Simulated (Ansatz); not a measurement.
Take ZnGeP$_{2}$ in the chalcopyrite structure (space group I-42d, No. 122; a = 5.424 Å, c = 10.709 Å) as the base.

Now apply this change: a negative pressure, −1 GPa.

Level of theory: Kohn–Sham DFT with the PBEsol functional, run in Ansatz (a program for electronic structure) with PAW and 420 eV plane waves, scalar-relativistic without spin-orbit coupling.

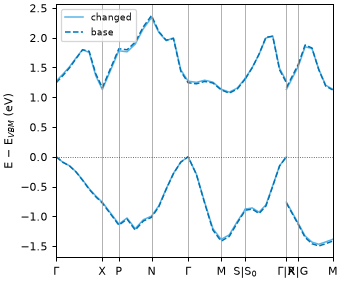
Fig. 1. Highest valence and lowest conduction band along the path, each from its own valence-band maximum

**Question.** Read the changed gap and its character from the plot.

**Answer.** About 1.09 eV, indirect, Γ → M–S (33 % along).

Load acts through the strain it causes; cell and atoms are relaxed under it. No phonon test of stability was made.
